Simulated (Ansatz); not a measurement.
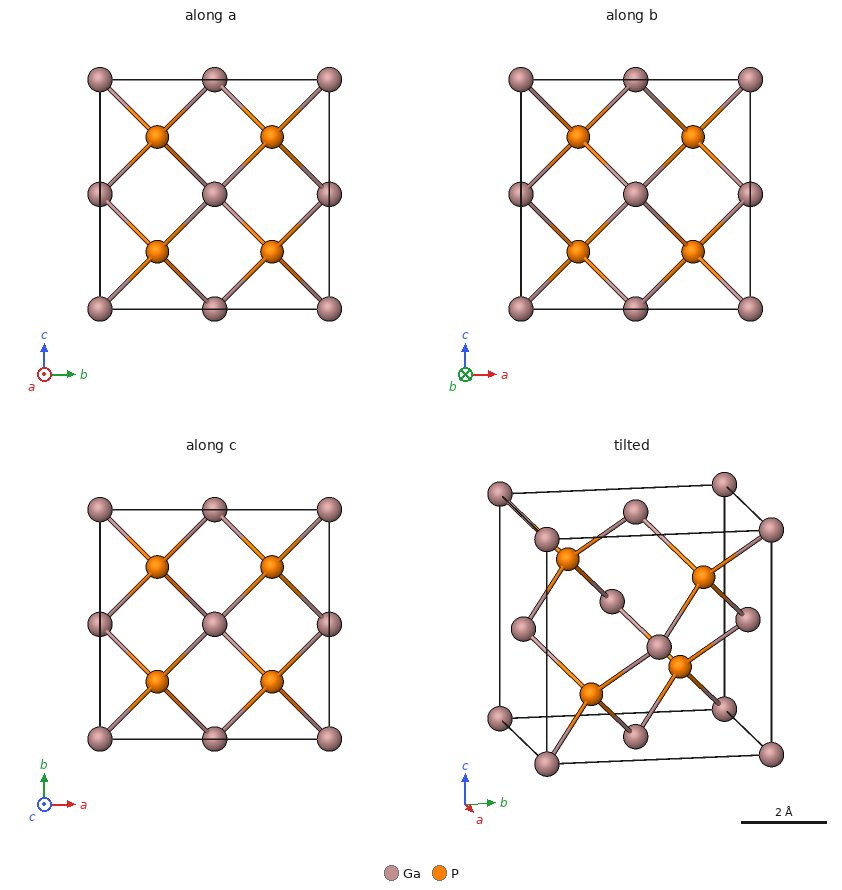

Ball-and-stick drawing of the structure, looking along the a axis, along the b axis, along the c axis and slightly off an axis. Thin lines show the conventional unit cell, with boundary atoms drawn in all their periodic places.

Lattice parameters: a = 5.4604 Å, b = 5.4604 Å, c = 5.4604 Å, α = 90.000°, β = 90.000°, γ = 90.000°.

Question: Give the atomic positions as a CIF in P1 with every atom of the cell.

Answer:
```cif
data_structure
_symmetry_space_group_name_H-M 'P 1'
_symmetry_Int_Tables_number 1
_cell_length_a 5.4604
_cell_length_b 5.4604
_cell_length_c 5.4604
_cell_angle_alpha 90.000
_cell_angle_beta 90.000
_cell_angle_gamma 90.000
_cell_volume 162.81
loop_
_atom_site_label
_atom_site_type_symbol
_atom_site_fract_x
_atom_site_fract_y
_atom_site_fract_z
_atom_site_occupancy
Ga1 Ga 0.0000 0.0000 0.0000 1
P1 P 0.2500 0.2500 0.7500 1
Ga2 Ga 0.0000 0.5000 0.5000 1
P2 P 0.2500 0.7500 0.2500 1
Ga3 Ga 0.5000 0.0000 0.5000 1
P3 P 0.7500 0.2500 0.2500 1
Ga4 Ga 0.5000 0.5000 0.0000 1
P4 P 0.7500 0.7500 0.7500 1
```

Provenance: a structure type filled with these elements by a generator (whether the compound takes this form wasn't checked). The atoms were relaxed in a fixed cell with Ansatz, DFT PBE0, scalar-relativistic, plane waves, PAW.
